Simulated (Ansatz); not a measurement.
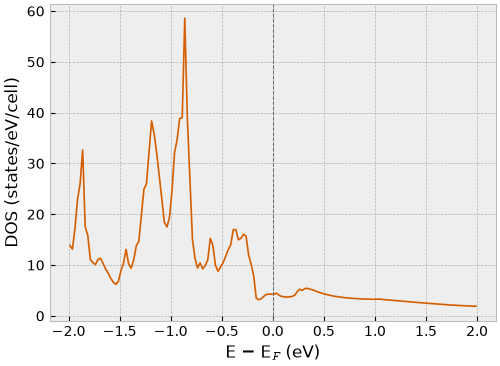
Fig. 1. Density of states of Ni₃Sn (P6_3/mmc) near the Fermi level, Ansatz (a program for electronic structure) with PBEsol, rigid bands.

With 8 atoms a cell, what bare Sommerfeld coefficient γ = (π²/3) k_B² N(E_F) follows?

N(E_F) ≈ 4.2 states/eV a cell at 300 K, so γ ≈ 1.25 mJ/(mol of atoms·K²), before many-body enhancement (phonons, spin fluctuations, correlation).

How far does the Fermi level move in a rigid band for 0.1 electron a cell added or removed?

24 meV and -24 meV.

A metal at this level (no band gap); rigid bands, thermally averaged at 300 K, both spins. Spin-orbit coupling is left out. Geometry: cell and atoms relaxed with PBEsol.

Treated as nonmagnetic (a ferromagnetic start lost its moment, other orders weren't tried): Ni3Sn (P6_3/mmc).
